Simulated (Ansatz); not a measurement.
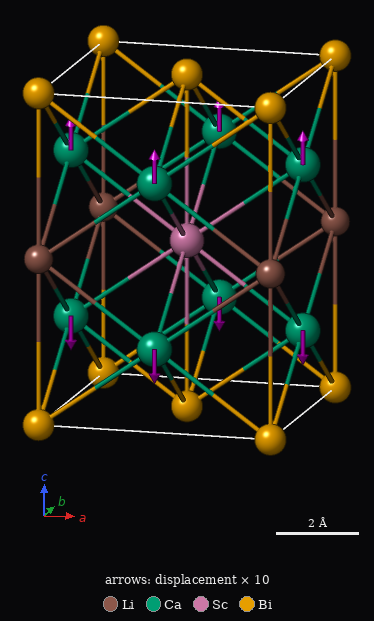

This is a relaxation of solid LiCa₄ScBi₂ (a generated structure, set up in P4/mmm) (coarse preliminary run). The starting structure is drawn; purple arrows show the displacements (the part carried along by the change of the cell is left out), 10 times their true length.

Style: ball-and-stick. Shown: the cell of the calculation, slightly off an axis.

All numbers below come from DFT PBE, scalar-relativistic, plane waves, PAW in Ansatz 0.2.0. Settings: plane-wave cutoff 420 eV; k-point mesh 4 × 4 × 2; occupations gaussian; smearing width 0.1 eV; no spin polarisation; cell and atoms relaxed; force threshold 0.04 eV/Å; at most 70 steps.

Q: Describe the change and its energy.

A: The largest moves relative to the cell, 0.088 Å, are those of Ca atoms. Li and Sc and Bi stay in place. The drawn cell changes as follows: a = b 5.907 → 6.003 Å (+1.6 %), c 8.354 → 6.845 Å (−18.1 %); the volume changes by −15.4 %. Some distances before and after: Ca–Ca 4.177 → 3.247 Å, Bi–Li 4.177 → 3.422 Å, Bi–Sc 4.177 → 3.422 Å, Ca–Ca 4.177 → 3.597 Å. New bonds form, among them: Ca–Ca (4.18 → 3.25 Å). The space group stays P4/mmm (No. 123). The energy falls by 122 meV per atom in 5 accepted moves (6 points after the start). The largest force component goes from 0.43 to 0.04 eV/Å. The pressure goes from −3.27 to 0.13 GPa. The SCF was repeated once at an unchanged geometry on a basis and grid sized afresh for the cell, which shifted the energy by 0.3 meV per atom at most. The run took 120 s on 1 thread of Intel(R) Xeon(R) Processor @ 2.70GHz (shared host), peak memory 0.6 GiB.

Limits of the set-up: the k-point mesh is coarse for a cell with partly filled bands.
